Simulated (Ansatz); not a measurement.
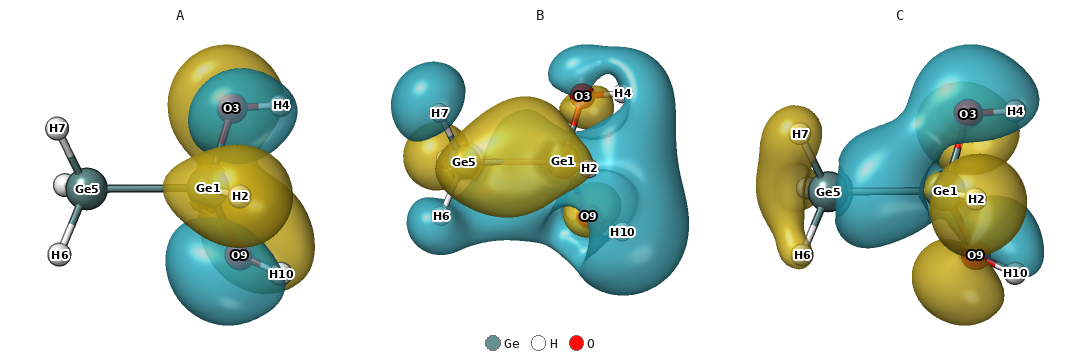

The picture shows: Ge2H6O2. Three frontier orbitals at ±0.06 Å⁻³ᐟ² (yellow and cyan are the two phases), in no order.

These are results of RKS PBE/def2-SVP in Ansatz 0.2.0, not measurements.

```tsv
atom	x (Å)	y (Å)	z (Å)
Ge	-0.1357	-0.0263	0.0453
H	-0.2999	-0.3051	1.5793
O	1.6146	0.1219	-0.3722
H	2.0948	-0.7027	-0.1661
Ge	-1.1385	2.0073	-0.8246
H	-2.6507	2.0281	-0.4796
H	-0.4640	3.2482	-0.1854
H	-0.9651	2.0607	-2.3623
O	-0.8526	-1.4304	-0.8429
H	-0.9234	-2.2070	-0.2575
```

Question: Which picture is the HOMO−1, the HOMO and the LUMO?

Answer: A is the HOMO−1 (−6.86 eV). By Hirshfeld shares it lies mainly on O9 (about 50 %), O3 (about 30 %), Ge1 (about 10 %) and H2 (about 5 %); largely a combination of lone pairs on O9 and O3. C is the HOMO (−6.49 eV). By Hirshfeld shares it lies mainly on O3 (about 40 %), O9 (about 25 %), Ge1 (about 10 %), Ge5 (about 10 %) and H2 (about 5 %). B is the LUMO (−0.61 eV). Its weight (Hirshfeld) is mainly on Ge1 (about 30 %), Ge5 (about 20 %), O9 (about 15 %), H10 (about 10 %) and O3 (about 10 %).

Question: What is the HOMO–LUMO gap?

Answer: 5.88 eV between the orbital energies.
